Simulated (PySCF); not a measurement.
SMILES O=Cc1ccc(-c2cccs2)cc1, singlet at its GFN2-xTB optimised geometry (Å):

```
21

O     -3.4273    -3.7606     0.0000
C     -2.2252    -3.6637     0.0000
C     -1.4744    -2.4079     0.0000
C     -2.1506    -1.1850     0.0000
C     -1.4557     0.0020     0.0000
C     -0.0543     0.0087     0.0000
C      0.6870     1.2491     0.0000
C      0.2160     2.5378     0.0000
C      1.2346     3.5077     0.0000
C      2.4786     2.9599     0.0000
S      2.4311     1.2477     0.0000
C      0.6167    -1.2202     0.0000
C     -0.0785    -2.4079     0.0000
H     -1.5813    -4.5670     0.0000
H     -3.2304    -1.1962     0.0000
H     -1.9974     0.9345     0.0000
H     -0.8279     2.7928     0.0000
H      1.0501     4.5670     0.0000
H      3.4273     3.4590     0.0000
H      1.6972    -1.2286     0.0000
H      0.4551    -3.3476     0.0000
```

Calculation: CAM-B3LYP/def2-SVP run with PySCF.

Map of the electron localisation function on the plane z = 1.5 Å:

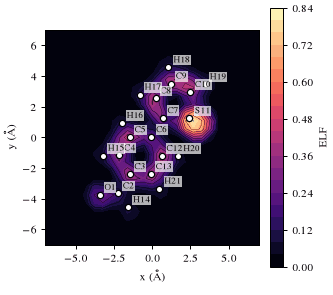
Fig. 1. Electron localisation function on the plane z = 1.5 Å.
